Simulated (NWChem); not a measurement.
## BSiH₅OF (charge −1): energy and gradient calculation (part 2 of 2)

BSiH₅OF, charge −1; HF/STO-3G, RHF (NWChem 7.3.0). The geometry comes from this level: GFN2-xTB.

Geometry of the input (Å):
```
B  -0.0287  1.5145  0.0756
O  0.2238  0.0937  0.5333
Si 0.0293  -1.3257  -0.0555
F  0.5583  -2.3910  1.0703
H  0.6258  1.7225  -0.9281
H  -1.2136  1.6418  -0.1673
H  0.3111  2.2497  0.9750
H  -1.3495  -1.7981  -0.2794
H  0.8434  -1.7075  -1.2241
```

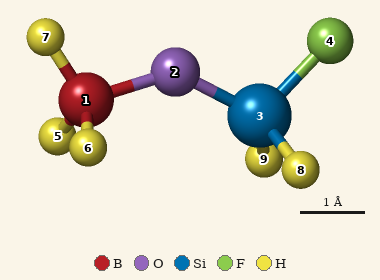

Fig. 1: The input geometry (ball-and-stick view, seen at a tilt; atoms are numbered from 1 in the order of the input).

The program's output, continued:
```
 Vector   11  Occ=2.000000D+00  E=-4.773703D-01
              MO Center=  2.4D-02, -1.3D+00, -6.1D-02, r^2= 2.8D+00
   Bfn.  Coefficient  Atom+Function         Bfn.  Coefficient  Atom+Function
  ----- ------------  ---------------      ----- ------------  ---------------
    16      0.574784  3 Si s                 28      0.254049  8 H  s
    29      0.254057  9 H  s                 21     -0.250686  4 F  s
    12     -0.232476  3 Si s                  9     -0.214767  2 O  py
    24     -0.213501  4 F  pz                 7     -0.185857  2 O  s
     2     -0.176943  1 B  s

 Vector   12  Occ=2.000000D+00  E=-3.885704D-01
              MO Center= -2.0D-02,  6.7D-01,  1.7D-02, r^2= 3.5D+00
   Bfn.  Coefficient  Atom+Function         Bfn.  Coefficient  Atom+Function
  ----- ------------  ---------------      ----- ------------  ---------------
     2      0.427202  1 B  s                  9      0.293262  2 O  py
    25      0.226448  5 H  s                 26      0.226742  6 H  s
    27      0.215559  7 H  s                  1     -0.182609  1 B  s
    19     -0.163016  3 Si pz                18     -0.159826  3 Si py
    28      0.155624  8 H  s                 29      0.156099  9 H  s

 Vector   13  Occ=2.000000D+00  E=-3.218085D-01
              MO Center=  1.1D-01, -1.6D+00,  1.1D-01, r^2= 2.4D+00
   Bfn.  Coefficient  Atom+Function         Bfn.  Coefficient  Atom+Function
  ----- ------------  ---------------      ----- ------------  ---------------
    22      0.474138  4 F  px                17      0.391738  3 Si px
    28     -0.325898  8 H  s                 29      0.325562  9 H  s
     8      0.224669  2 O  px                24     -0.204154  4 F  pz
    19     -0.168414  3 Si pz                13     -0.162181  3 Si px

 Vector   14  Occ=2.000000D+00  E=-2.802570D-01
              MO Center=  3.2D-01, -1.4D+00,  6.1D-01, r^2= 3.6D+00
   Bfn.  Coefficient  Atom+Function         Bfn.  Coefficient  Atom+Function
  ----- ------------  ---------------      ----- ------------  ---------------
    23      0.686403  4 F  py                19      0.326226  3 Si pz
    21     -0.197278  4 F  s                 28     -0.158621  8 H  s
    29     -0.158996  9 H  s                 27      0.151429  7 H  s

 Vector   15  Occ=2.000000D+00  E=-2.557996D-01
              MO Center=  3.3D-01, -1.3D+00,  6.6D-01, r^2= 3.2D+00
   Bfn.  Coefficient  Atom+Function         Bfn.  Coefficient  Atom+Function
  ----- ------------  ---------------      ----- ------------  ---------------
    24      0.638867  4 F  pz                18      0.300640  3 Si py
    22      0.265830  4 F  px                10     -0.235725  2 O  pz
    23      0.229695  4 F  py                 7     -0.218097  2 O  s
     9     -0.213100  2 O  py

 Vector   16  Occ=2.000000D+00  E=-2.128322D-01
              MO Center=  3.2D-01, -1.4D+00,  6.1D-01, r^2= 3.2D+00
   Bfn.  Coefficient  Atom+Function         Bfn.  Coefficient  Atom+Function
  ----- ------------  ---------------      ----- ------------  ---------------
    22      0.719283  4 F  px                 8     -0.328598  2 O  px
    24     -0.310333  4 F  pz                28      0.201766  8 H  s
    29     -0.202137  9 H  s                  3     -0.166639  1 B  px

 Vector   17  Occ=2.000000D+00  E=-1.944759D-01
              MO Center=  1.7D-01, -4.8D-01,  3.6D-01, r^2= 4.1D+00
   Bfn.  Coefficient  Atom+Function         Bfn.  Coefficient  Atom+Function
  ----- ------------  ---------------      ----- ------------  ---------------
    23      0.404519  4 F  py                24      0.396497  4 F  pz
     9      0.381242  2 O  py                 5      0.241679  1 B  pz
    26     -0.212211  6 H  s                 25     -0.207599  5 H  s
    10      0.202540  2 O  pz                28      0.198296  8 H  s
    29      0.198439  9 H  s                 22      0.154142  4 F  px

 Vector   18  Occ=2.000000D+00  E=-1.707303D-01
              MO Center= -6.0D-02,  1.7D-01, -1.4D-01, r^2= 4.2D+00
   Bfn.  Coefficient  Atom+Function         Bfn.  Coefficient  Atom+Function
  ----- ------------  ---------------      ----- ------------  ---------------
     8      0.348761  2 O  px                28      0.330564  8 H  s
    29     -0.329247  9 H  s                 25      0.325580  5 H  s
     3      0.320833  1 B  px                26     -0.321162  6 H  s
    22      0.282857  4 F  px

 Vector   19  Occ=2.000000D+00  E=-1.665379D-01
              MO Center=  2.3D-01,  6.9D-01,  6.1D-01, r^2= 3.1D+00
   Bfn.  Coefficient  Atom+Function         Bfn.  Coefficient  Atom+Function
  ----- ------------  ---------------      ----- ------------  ---------------
    27      0.437909  7 H  s                 10      0.363511  2 O  pz
     9     -0.358370  2 O  py                23     -0.339840  4 F  py
     4      0.335769  1 B  py                 5      0.185499  1 B  pz
     8      0.168718  2 O  px

 Vector   20  Occ=2.000000D+00  E=-6.540408D-02
              MO Center=  1.4D-01,  6.8D-01,  4.0D-01, r^2= 2.5D+00
   Bfn.  Coefficient  Atom+Function         Bfn.  Coefficient  Atom+Function
  ----- ------------  ---------------      ----- ------------  ---------------
    10      0.633463  2 O  pz                27     -0.396006  7 H  s
     8      0.273786  2 O  px                26      0.244647  6 H  s
     5     -0.235902  1 B  pz                25      0.233171  5 H  s
     7      0.214162  2 O  s                 18     -0.173726  3 Si py

 Vector   21  Occ=2.000000D+00  E=-5.490675D-02
              MO Center=  1.8D-02,  5.4D-01,  7.4D-02, r^2= 2.3D+00
   Bfn.  Coefficient  Atom+Function         Bfn.  Coefficient  Atom+Function
  ----- ------------  ---------------      ----- ------------  ---------------
     8      0.701311  2 O  px                25     -0.366106  5 H  s
    26      0.359363  6 H  s                 10     -0.302104  2 O  pz
    28      0.222054  8 H  s                 29     -0.222495  9 H  s
     3     -0.201272  1 B  px

 Vector   22  Occ=0.000000D+00  E= 6.740749D-01
              MO Center= -1.7D-01, -1.1D+00, -5.0D-01, r^2= 1.8D+00
   Bfn.  Coefficient  Atom+Function         Bfn.  Coefficient  Atom+Function
  ----- ------------  ---------------      ----- ------------  ---------------
    16      0.952544  3 Si s                 28     -0.650227  8 H  s
    29     -0.650277  9 H  s                 19     -0.579905  3 Si pz
    10      0.371275  2 O  pz                 7     -0.363518  2 O  s
    18      0.322402  3 Si py                17     -0.263164  3 Si px
     9      0.218127  2 O  py                12     -0.175797  3 Si s

 Vector   23  Occ=0.000000D+00  E= 7.170804D-01
              MO Center=  2.5D-01, -1.3D+00,  4.5D-01, r^2= 2.1D+00
   Bfn.  Coefficient  Atom+Function         Bfn.  Coefficient  Atom+Function
  ----- ------------  ---------------      ----- ------------  ---------------
    16      0.719812  3 Si s                 19      0.683947  3 Si pz
    21     -0.453119  4 F  s                 23     -0.446361  4 F  py
     7     -0.436025  2 O  s                 24      0.399094  4 F  pz
    18     -0.327929  3 Si py                 4     -0.316703  1 B  py
    17      0.308356  3 Si px                15     -0.202770  3 Si pz

 Vector   24  Occ=0.000000D+00  E= 7.810947D-01
              MO Center= -1.8D-02, -1.3D+00, -1.7D-01, r^2= 2.0D+00
   Bfn.  Coefficient  Atom+Function         Bfn.  Coefficient  Atom+Function
  ----- ------------  ---------------      ----- ------------  ---------------
    17      1.071318  3 Si px                28      0.676092  8 H  s
    29     -0.675735  9 H  s                 19     -0.461334  3 Si pz
    13     -0.299882  3 Si px                 8     -0.270619  2 O  px
    22     -0.173249  4 F  px

 Vector   25  Occ=0.000000D+00  E= 8.040263D-01
              MO Center= -2.2D-04, -9.5D-01, -8.9D-02, r^2= 2.8D+00
   Bfn.  Coefficient  Atom+Function         Bfn.  Coefficient  Atom+Function
  ----- ------------  ---------------      ----- ------------  ---------------
    18      0.995400  3 Si py                 7     -0.695181  2 O  s
    28      0.429837  8 H  s                 29      0.430331  9 H  s
     4     -0.418941  1 B  py                19      0.402834  3 Si pz
    10      0.279711  2 O  pz                14     -0.274134  3 Si py
    24     -0.244439  4 F  pz                16     -0.234387  3 Si s

 Vector   26  Occ=0.000000D+00  E= 1.003949D+00
              MO Center=  7.8D-02,  1.2D+00,  3.0D-01, r^2= 2.1D+00
   Bfn.  Coefficient  Atom+Function         Bfn.  Coefficient  Atom+Function
  ----- ------------  ---------------      ----- ------------  ---------------
     4      0.991851  1 B  py                27     -0.774338  7 H  s
     9      0.617141  2 O  py                18      0.369158  3 Si py
    19      0.278967  3 Si pz                 2      0.257747  1 B  s
     5      0.255881  1 B  pz                16      0.243000  3 Si s

 Vector   27  Occ=0.000000D+00  E= 1.028848D+00
              MO Center= -1.0D-01,  1.5D+00, -1.1D-01, r^2= 1.4D+00
   Bfn.  Coefficient  Atom+Function         Bfn.  Coefficient  Atom+Function
  ----- ------------  ---------------      ----- ------------  ---------------
     3      1.067431  1 B  px                25     -0.781820  5 H  s
    26      0.777745  6 H  s                  5     -0.452781  1 B  pz
     8     -0.200866  2 O  px

 Vector   28  Occ=0.000000D+00  E= 1.040090D+00
              MO Center= -1.1D-01,  1.4D+00, -1.2D-01, r^2= 1.6D+00
   Bfn.  Coefficient  Atom+Function         Bfn.  Coefficient  Atom+Function
  ----- ------------  ---------------      ----- ------------  ---------------
     5      1.001692  1 B  pz                26      0.681214  6 H  s
    25      0.671328  5 H  s                 27     -0.488729  7 H  s
     3      0.426011  1 B  px                 2     -0.422683  1 B  s
     9     -0.322287  2 O  py                18     -0.217036  3 Si py
    19     -0.161504  3 Si pz                10     -0.157352  2 O  pz

 Vector   29  Occ=0.000000D+00  E= 1.132359D+00
              MO Center=  6.1D-02,  1.3D+00,  2.6D-01, r^2= 1.9D+00
   Bfn.  Coefficient  Atom+Function         Bfn.  Coefficient  Atom+Function
  ----- ------------  ---------------      ----- ------------  ---------------
     2      1.477913  1 B  s                 27     -0.745505  7 H  s
     9     -0.610784  2 O  py                25     -0.539442  5 H  s
    26     -0.534977  6 H  s                  1     -0.277163  1 B  s
    18     -0.231032  3 Si py                19     -0.209587  3 Si pz
    16     -0.193626  3 Si s                  7     -0.187623  2 O  s

 center of mass
 --------------
 x =   0.33247775 y =  -1.48786729 z =   0.63393434

 moments of inertia (a.u.)
 ------------------
         614.931970921062          53.098152799726         -27.829176737385
          53.098152799726         106.603646456148          73.889010474688
         -27.829176737385          73.889010474688         571.459006796214

  Mulliken analysis of the total density
  --------------------------------------

    Atom       Charge   Shell Charges
 -----------   ------   -------------------------------------------------------
    1 B    5     4.92   1.99  0.86  2.07
    2 O    8     8.59   2.00  1.79  4.80
    3 Si  14    12.98   2.00  1.99  5.90  1.07  2.03
    4 F    9     9.39   2.00  1.95  5.44
    5 H    1     1.21   1.21
    6 H    1     1.21   1.21
    7 H    1     1.20   1.20
    8 H    1     1.24   1.24
    9 H    1     1.24   1.24

       Multipole analysis of the density wrt the origin
       ------------------------------------------------

     L   x y z        total         open         nuclear
     -   - - -        -----         ----         -------
     0   0 0 0     -1.000000      0.000000     41.000000

     1   1 0 0     -0.211353      0.000000     11.904556
     1   0 1 0     -1.350334      0.000000    -56.025330
     1   0 0 1     -0.617975      0.000000     22.443633

     2   2 0 0    -24.308341      0.000000     27.554125
     2   1 1 0      0.985877      0.000000    -42.269849
     2   1 0 1     -0.533722      0.000000     19.888555
     2   0 2 0    -35.680261      0.000000    373.048228
     2   0 1 1      1.197008      0.000000    -64.690914
     2   0 0 2    -25.166295      0.000000     57.399754

                              NWChem Gradients Module
                              -----------------------

                                    BFH5OSi hf

  wavefunction    =   RHF

                         RHF ENERGY GRADIENTS

    atom               coordinates                        gradient
                 x          y          z           x          y          z
   1 B      -0.054216   2.861990   0.142958    0.001067   0.019344   0.004549
   2 O       0.422845   0.177086   1.007866   -0.006701  -0.058617  -0.021432
   3 Si      0.055445  -2.505153  -0.104899    0.008419   0.057290   0.025096
   4 F       1.055091  -4.518240   2.022555    0.001245  -0.006036   0.002312
   5 H       1.182515   3.255072  -1.753779    0.011185  -0.001137  -0.014984
   6 H      -2.293334   3.102458  -0.316057   -0.018382  -0.002406  -0.002809
   7 H       0.587932   4.251298   1.842558    0.005941   0.009171   0.015307
   8 H      -2.550147  -3.397860  -0.527952   -0.018403  -0.009512   0.003305
   9 H       1.593870  -3.226632  -2.313270    0.015628  -0.008096  -0.011344

                 ----------------------------------------
                 |  Time  |  1-e(secs)   |  2-e(secs)   |
                 ----------------------------------------
                 |  CPU   |       0.00   |       0.39   |
                 ----------------------------------------
                 |  WALL  |       0.00   |       0.39   |
                 ----------------------------------------

 Task  times  cpu:        1.5s     wall:        1.5s
 Total times  cpu:        1.5s     wall:        1.5s
```

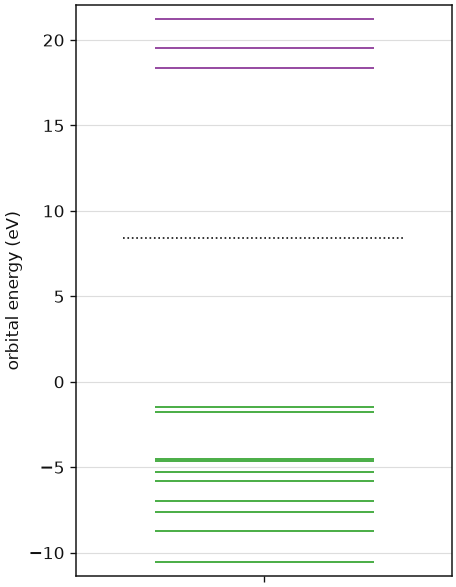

Fig. 2: Orbital energies near the frontier; the dotted line parts filled from empty levels, and levels within 0.02 eV of each other stand side by side. Highest filled −1.49 eV, lowest empty 18.34 eV, 19.83 eV apart.

Summary:

```json
{"quantity": "outcome", "value": "converged"}
{"quantity": "total energy", "value": "−484.710174 hartree"}
{"quantity": "basis functions", "value": "29"}
{"quantity": "largest force", "value": "3.245 eV/Å"}
{"quantity": "HOMO", "value": "−1.49 eV"}
{"quantity": "LUMO", "value": "18.34 eV"}
{"quantity": "hardware", "value": "1 thread of AMD EPYC (Zen 5), 16 GiB of memory available, shared host"}
{"quantity": "wall time", "value": "2 s"}
{"quantity": "peak memory", "value": "0.099 GiB"}
```
